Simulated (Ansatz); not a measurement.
# CH3ClF2Si (SMILES C[Si](F)(F)Cl): HF/def2-SVP

What is the energy change on altering one bond length of CH3ClF2Si at HF/def2-SVP? 

The calculation is run with Ansatz 0.2.0.

126 further runs of the same task are left out: 126 set aside as unsound or not needed.

## 1. The structure to begin with

CH3ClF2Si has 8 atoms, charge 0, and is taken as a singlet. As SMILES, `C[Si](F)(F)Cl`. Geometry: relaxed at PBE0-D4/def2-TZVP.

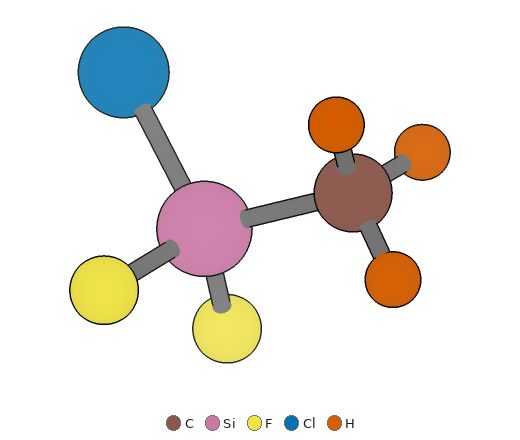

The structure, seen from a chosen angle (carbon brown, silicon pink, fluorine yellow, chlorine blue, hydrogen orange).

## 2. The energy at HF/def2-SVP

Contents of in.yaml:

```yaml
crystal:
  periodic: [false, false, false]
  atoms:
    - symbol: C
      position_ang: [-0.808500, -0.299000, 0.512200]
    - symbol: Si
      position_ang: [0.690600, 0.151400, -0.439200]
    - symbol: F
      position_ang: [1.987000, -0.472300, 0.219100]
    - symbol: F
      position_ang: [0.616200, -0.415600, -1.914200]
    - symbol: Cl
      position_ang: [0.963100, 2.158500, -0.560900]
    - symbol: H
      position_ang: [-0.917100, -1.385400, 0.549800]
    - symbol: H
      position_ang: [-0.740200, 0.080400, 1.533400]
    - symbol: H
      position_ang: [-1.698800, 0.124800, 0.044100]
basis:
  gaussian: {orbitals: def2-SVP}
total_charge: 0
hamiltonian: {xc: hf}
accuracy: high
output: {orbitals: {seedname: orbitals}}
```

On the command line:

```console
$ ansatz run in.yaml --threads 1 --pin off --max-ram 3480MiB --events-out events.jsonl --progress --plain --runs-dir runs
```

What it wrote:

```text
Warning: RAYON_NUM_THREADS=1 ignored (pool sized by the plan → 1); use --threads N
Functional definition: HF
  name "HF"
  exchange = exact_x
  correlation = 0
1970 factors; integrals over basis functions are off by at most 2.4e-8 eV
mean field evaluation 1: about -26846.6566 eV, gradient 3.7e1 eV
mean field evaluation 2: about -26846.7275 eV, gradient 3.7e1 eV
mean field evaluation 4: about -26849.3942 eV, gradient 2.7e0 eV
mean field evaluation 8: about -26849.4219 eV, gradient 1.3e-1 eV
mean field evaluation 16: about -26849.4220 eV, gradient 6.5e-9 eV
mean field -26849.42200433 eV, -986.6980594671 hartree, gradient 6.5e-9 eV, S^2 0.000000; 0 other end points of the search recorded, 0 dependent functions left out
reference -26849.42200433 eV, -986.6980594671 hartree; 29, 29 occupied and 64, 64 virtual orbitals, 1970 factors
Total energy: -26849.42200433 eV, -986.6980594671 hartree
```

Wall time 2.4 s (1 thread of Arm Neoverse V2, shared host); peak memory 0.27 GiB.

## 3. The distorted shape

Contents of input.yaml:

```yaml
crystal:
  periodic: [false, false, false]
  atoms:
    - {symbol: C, position_ang: [-0.828990, -0.412819, 0.205841]}
    - {symbol: Si, position_ang: [0.670110, 0.037581, -0.745559]}
    - {symbol: F, position_ang: [1.966510, -0.586119, -0.087259]}
    - {symbol: F, position_ang: [0.595710, -0.529419, -2.220559]}
    - {symbol: Cl, position_ang: [0.942610, 2.044681, -0.867259]}
    - {symbol: H, position_ang: [-0.937590, -1.499219, 0.243441]}
    - {symbol: H, position_ang: [-0.740200, 0.080400, 1.533400]}
    - {symbol: H, position_ang: [-1.719290, 0.010981, -0.262259]}
basis:
  gaussian:
    orbitals: def2-SVP
accuracy: high
hamiltonian:
  xc: hf
output:
  orbitals: {seedname: orbitals}
```

On the command line:

```console
$ ansatz run input.yaml --threads 1 --pin off --max-ram 3480MiB --events-out events.jsonl --progress --plain --runs-dir runs
```

What it wrote:

```text
Warning: RAYON_NUM_THREADS=1 ignored (pool sized by the plan → 1); use --threads N
[... 4 set-up lines as earlier in the session ...]
1975 factors; integrals over basis functions are off by at most 1.9e-8 eV
mean field evaluation 1: about -26845.5522 eV, gradient 3.6e1 eV
mean field evaluation 2: about -26845.6214 eV, gradient 3.6e1 eV
mean field evaluation 4: about -26848.2642 eV, gradient 2.6e0 eV
mean field evaluation 8: about -26848.2944 eV, gradient 1.6e-1 eV
mean field evaluation 16: about -26848.2945 eV, gradient 6.9e-9 eV
mean field -26848.29449466 eV, -986.6566242510 hartree, gradient 6.9e-9 eV, S^2 0.000000; 0 other end points of the search recorded, 0 dependent functions left out
reference -26848.29449466 eV, -986.6566242510 hartree; 29, 29 occupied and 64, 64 virtual orbitals, 1975 factors
Total energy: -26848.29449466 eV, -986.6566242510 hartree
```

It took 2.4 s on 1 thread of Arm Neoverse V2, shared host; peak memory 0.28 GiB.

## 4. Results

At HF/def2-SVP:

| quantity | value |
| --- | --- |
| first shape: total energy | -986.69806 Eh |
| first shape: HOMO energy | -13.00 eV |
| first shape: LUMO energy | 4.32 eV |
| first shape: HOMO–LUMO gap | 17.32 eV |
| distorted shape: total energy | -986.65662 Eh |
| distorted shape: HOMO energy | -13.03 eV |
| distorted shape: LUMO energy | 3.57 eV |
| distorted shape: HOMO–LUMO gap | 16.59 eV |
| energy change with the C1–H7 bond stretched from 1.092 to 1.419 Å | 1.128 eV |

In words: With the C1–H7 bond stretched from 1.092 to 1.419 Å the energy rises by 1.13 eV (109 kJ/mol). The first shape isn't relaxed at this level, so the change isn't measured from a minimum.
